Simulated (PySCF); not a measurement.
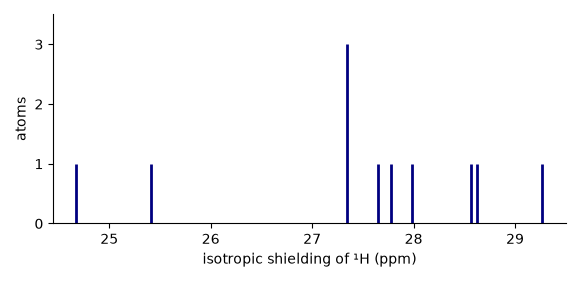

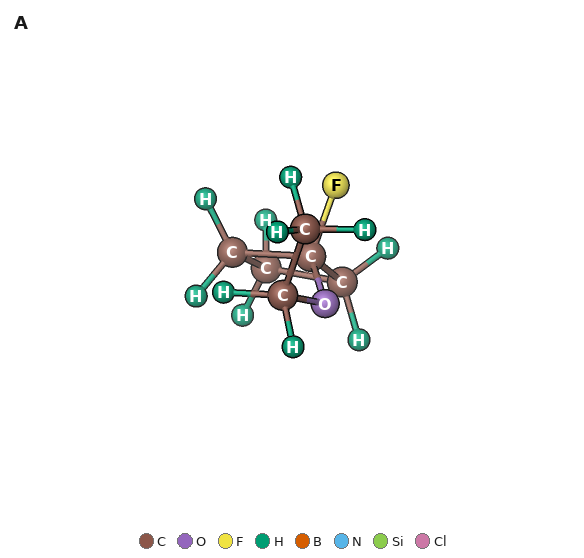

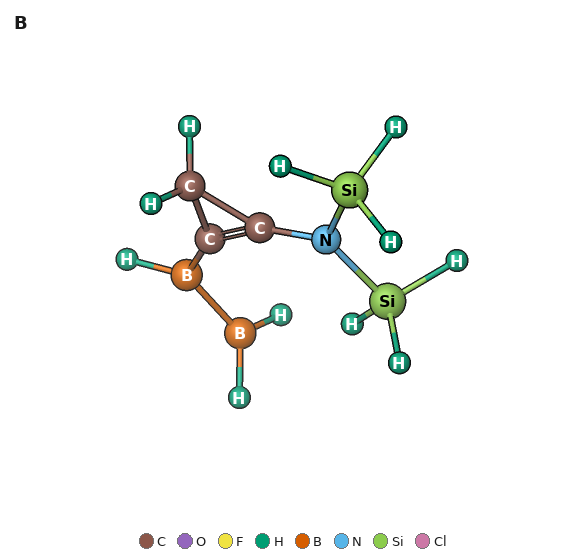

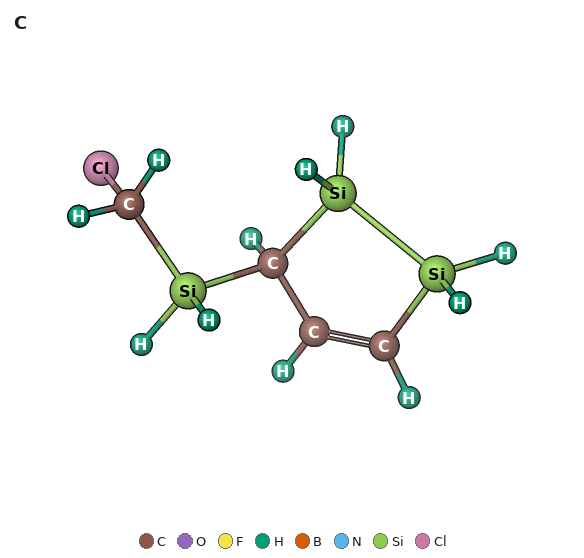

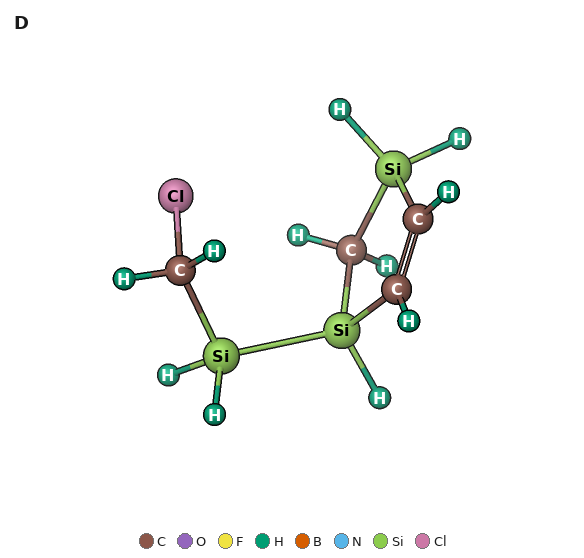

The sticks are computed shieldings of one of the molecules, for one fixed geometry (GFN2-xTB) without averaging over rotations. Low shielding means a high chemical shift. Method: GIAO PBE0/pcSseg-1 NMR shielding, non-relativistic, gas phase (PySCF 2.14.0).

Question: Match the spectrum to a structure.

Answer: C, `ClC[SiH2][C@@H]1C=C[SiH2][SiH2]1`. Its 11 H atoms give lines at 24.68, 25.41, 27.35 (3 atoms), 27.65, 27.77, 27.99, 28.57, 28.62, 29.27 ppm.

The geometry is semi-empirical. Around B, Si such bond lengths and angles can be off by a tenth of an ångström or more and by several degrees, and values that hang on the shape move with them.
